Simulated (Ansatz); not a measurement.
# Cl3FH4OSi: a nudged elastic band, and a look at its input

A nudged elastic band is wanted. The input is run as typed. The step meant is a ligand exchange through a proton shuttle at charge 0 and multiplicity 1, which changes Si1–O7, H6–F9, H2–H8, Si1–H2, H6–O7, H8–F9.

Method: PBE0-D4/def2-SVP; program: Ansatz 0.2.0, Gaussian basis.

1 further run of the same task is left out (it didn't finish). Runs told in other sessions of the task aren't counted.

## Step 1: The structure

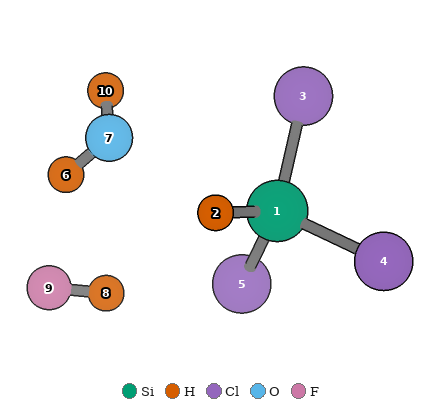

The start (silicon teal, hydrogen orange, chlorine purple, oxygen blue, fluorine pink).

```
atom    x (Å)    y (Å)    z (Å)
 Si1  -0.3014  -1.5579   0.0607
  H2   0.9004  -1.1891   0.8056
 Cl3  -0.0013  -1.7433  -1.9353
 Cl4  -0.9809  -3.3474   0.7559
 Cl5  -1.8256  -0.2105   0.4031
  H6   1.0077   1.7368  -0.1031
  O7   1.2208   0.9441  -0.6094
  H8  -0.8734   1.6886   1.0072
  F9  -0.3745   2.4643   1.1454
 H10   1.2282   1.2144  -1.5300
```

## Step 2: The run

run/in.yaml

```yaml
crystal:
  periodic: [false, false, false]
  atoms:
    - {symbol: Si, position_ang: [-0.301396, -1.557899, 0.060651]}
    - {symbol: H, position_ang: [0.900356, -1.189051, 0.805643]}
    - {symbol: Cl, position_ang: [-0.001262, -1.743273, -1.935281]}
    - {symbol: Cl, position_ang: [-0.980910, -3.347410, 0.755890]}
    - {symbol: Cl, position_ang: [-1.825644, -0.210520, 0.403074]}
    - {symbol: H, position_ang: [1.007729, 1.736794, -0.103122]}
    - {symbol: O, position_ang: [1.220806, 0.944082, -0.609410]}
    - {symbol: H, position_ang: [-0.873406, 1.688611, 1.007198]}
    - {symbol: F, position_ang: [-0.374452, 2.464336, 1.145390]}
    - {symbol: H, position_ang: [1.228180, 1.214430, -1.530034]}
basis:
  gaussian: {orbitals: def2-SVP}
hamiltonian: {xc: pbe0, dispersion: d4}
neb:
  images: 5
  climbing: true
  max_iterations: 30
  initial_path: idpp
  f_tol: 2.0
  final_atoms:
    - {symbol: Si, position_ang: [-0.273159, -1.019539, -0.951157]}
    - {symbol: H, position_ang: [-0.457949, 0.151675, 2.673215]}
    - {symbol: Cl, position_ang: [-0.021307, -1.751965, -2.820919]}
    - {symbol: Cl, position_ang: [0.037559, -2.517352, 0.372783]}
    - {symbol: Cl, position_ang: [-2.105759, -0.228329, -0.729135]}
    - {symbol: H, position_ang: [0.415514, 1.755729, 0.037352]}
    - {symbol: O, position_ang: [0.778136, 0.204058, -0.683860]}
    - {symbol: H, position_ang: [-0.355681, 0.824830, 2.365555]}
    - {symbol: F, position_ang: [0.263759, 2.566862, 0.474400]}
    - {symbol: H, position_ang: [1.718888, 0.014133, -0.738233]}
```

Launch:

```
$ ansatz run in.yaml --threads 8 --pin off --events-out ev --progress --plain --max-ram 19148MiB
```

The program printed:

```text
Functional definition: PBE0
  name "PBE0"
  cite "Adamo & Barone, J. Chem. Phys. 110, 6158 (1999) doi:10.1063/1.478522"
  cite "Perdew, Burke & Ernzerhof, Phys. Rev. Lett. 77, 3865 (1996) doi:10.1103/PhysRevLett.77.3865"
  parent pbe
  parameter a = 0.25
  parameter kappa = 0.804
  parameter beta = 0.06672455060314922
  exchange = (1 - a)*pbe_x(kappa = kappa, mu = beta*pi^2/3) + a*exact_x
  correlation = pbe_c(beta = beta)
1195 factors; integrals over basis functions are off by at most 4.2e-4 eV
mean field evaluation 1: about -50235.9051 eV, gradient 5.2e1 eV
mean field evaluation 2: about -50232.5175 eV, gradient 6.8e1 eV
mean field evaluation 4: about -50240.4276 eV, gradient 1.9e0 eV
mean field evaluation 8: about -50240.4477 eV, gradient 4.2e-2 eV
mean field evaluation 16: about -50240.4477 eV, gradient 1.4e-5 eV
mean field -50240.44769488 eV, -1846.3023985882 hartree, gradient 1.4e-5 eV, S^2 0.000000; 0 other end points of the search recorded, 0 dependent functions left out
the calculation of the forces begins
reference -50240.44771840 eV, -1846.3023994528 hartree; 43, 43 occupied and 77, 77 virtual orbitals, 1195 factors
[... from here to the last solve, the lines of the solves are left out (35 solves) ...]
NEB end point (image 0): max|allowed force component| = 3.437e-1 eV/Å (the criterion of neb.relax_end_points is 4.000e-1)
NEB end point (image 6): max|allowed force component| = 5.150e-1 eV/Å (the criterion of neb.relax_end_points is 4.000e-1)
NEB iter   1: max|band force component| = 5.043e0 eV/Å  barrier→ = 8.2154 eV  barrier← = 8.7778 eV  Δτ_max = 0.2000 Å  (195 SCF iters)
NEB iter   2: max|band force component| = 5.018e0 eV/Å  barrier→ = 5.7505 eV  barrier← = 6.3129 eV  Δτ_max = 0.2000 Å  (158 SCF iters)
NEB iter   3: max|band force component| = 1.027e1 eV/Å  barrier→ = 3.6653 eV  barrier← = 4.2278 eV  Δτ_max = 0.1014 Å  (163 SCF iters)
NEB iter   4: max|band force component| = 2.197e0 eV/Å  barrier→ = 2.7100 eV  barrier← = 3.2725 eV  Δτ_max = 0.2000 Å  (141 SCF iters)
NEB iter   5: max|band force component| = 1.061e1 eV/Å  barrier→ = 2.5481 eV  barrier← = 3.1105 eV  Δτ_max = 0.1012 Å  (148 SCF iters)
1195 factors; integrals over basis functions are off by at most 1.4e-3 eV
mean field evaluation 384: about -50239.0214 eV, gradient 1.1e-3 eV
mean field -50239.02136500 eV, -1846.2499819321 hartree, gradient 1.2e-5 eV, S^2 0.000000; 1 other end points of the search recorded, 0 dependent functions left out
the calculation of the forces begins
reference -50239.02138803 eV, -1846.2499827783 hartree; 43, 43 occupied and 77, 77 virtual orbitals, 1195 factors
NEB iter   6: max|band force component| = 1.493e0 eV/Å  barrier→ = 1.3932 eV  barrier← = 1.9556 eV  CI = image 3  Δτ_max = 0.0000 Å  (277 SCF iters)
Total energy: -50239.30744024 eV, -1846.2604950033 hartree
Atom 0 at    -0.411631    -0.867759    -0.126838 Å, force     0.092431     0.180265     1.694783 eV/Å
Atom 1 at     0.341516    -0.544338     1.524586 Å, force    -1.176129     0.131447    -1.691528 eV/Å
Atom 2 at    -0.422981    -1.201710    -2.246465 Å, force     0.192340    -0.219677    -0.373967 eV/Å
Atom 3 at    -0.520633    -2.874600     0.314538 Å, force     0.006580    -0.285157     0.282971 eV/Å
Atom 4 at    -2.222203     0.137620    -0.048823 Å, force     0.074761    -0.018678     0.414843 eV/Å
Atom 5 at     0.821703     1.312598    -0.001382 Å, force    -0.126735    -1.235146    -0.778786 eV/Å
Atom 6 at     0.791991     0.402640    -0.547837 Å, force     1.090351     0.993355    -0.178579 eV/Å
Atom 7 at     0.220767     1.215726     1.567956 Å, force     0.121658     0.501710    -0.349791 eV/Å
Atom 8 at     0.415599     2.031339     1.065251 Å, force    -0.191432    -0.404492     1.129822 eV/Å
Atom 9 at     0.985873     0.388583    -1.500987 Å, force    -0.083826     0.356374    -0.149768 eV/Å
Dipole moment:     0.593050     0.685993     0.056368 e Å
```

It took 44 s on 8 threads of Arm Neoverse V1, shared host.

## Step 3: What is wrong

The run ended normally, yet its numbers don't answer the question that was meant.

The force tolerance of 2 eV/Å lets the band stop early, so its barrier is not a converged value.

Remedy: leave f_tol at its default or near 0.05 eV/Å.

## Step 4: Results

| quantity | value |
| --- | --- |
| this run | converged |
| fault | tolerance too loose |

What this shows: The force tolerance of 2 eV/Å lets the band stop early, so its barrier is not a converged value.

For comparison, these settings ran to the end on the same system (24 iterations):

```yaml
hamiltonian: {xc: pbe0, dispersion: d4}
neb:
  images: 5
  climbing: true
  max_iterations: 40
  initial_path: idpp
```
